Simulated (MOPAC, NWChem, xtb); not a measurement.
## How methods differ on AlH2SF (SMILES [F][AlH][SH])

AlH2SF: 5 atoms, total charge 0, spin state singlet. As SMILES, `[F][AlH][SH]`. The shape is that of a PBE0-D4/def2-TZVP optimisation. This is one conformer, not always the lowest.

```tsv
atom	x (Å)	y (Å)	z (Å)
F	-1.2035	-1.5358	0.8775
Al	-0.5139	-0.3091	0.0248
S	1.5361	0.1826	0.5335
H	-1.3411	0.4304	-1.0852
H	1.5723	1.1582	-0.3921
```

Each level gives the dipole moment (D). The values are calculated.

| level | kind | program | value (D) | CPU time |
| --- | --- | --- | --- | --- |
| AM1 | semi-empirical | MOPAC | 2.41 | under 2 s |
| PM3 | semi-empirical | MOPAC | 2.16 | under 2 s |
| PM7 | semi-empirical | MOPAC | 1.88 | under 2 s |
| GFN0-xTB | semi-empirical | xtb | 2.33 | under 2 s |
| HF/STO-3G | Hartree–Fock | NWChem | 1.59 | 2.2 s |
| HF/def2-SVP | Hartree–Fock | NWChem | 2.25 | 6.1 s |
| BP86/cc-pVDZ | GGA | NWChem | 1.93 | 13 s |
| BPW91/jorge-DZP | GGA | NWChem | 2.08 | 24 s |
| BP86/jun-cc-pV(D+d)Z | GGA | NWChem | 2.14 | 18 s |
| BP86/aug-cc-pVDZ | GGA | NWChem | 1.85 | 24 s |

The values span 1.59 to 2.41 D. Magnitudes only. Sets without polarisation functions give poor dipoles. CPU times are rough (shared hosts, several kinds of processor and program).

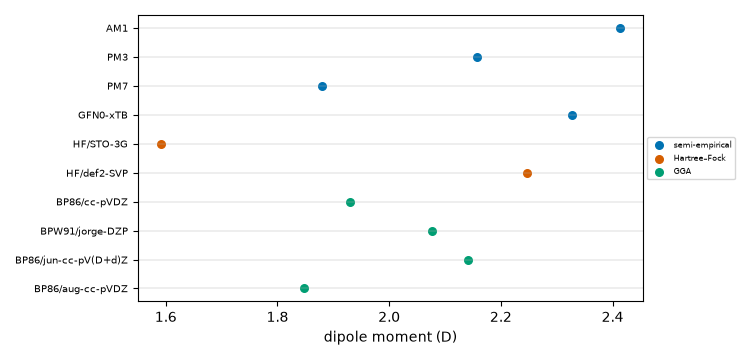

The values of the table, level by level.
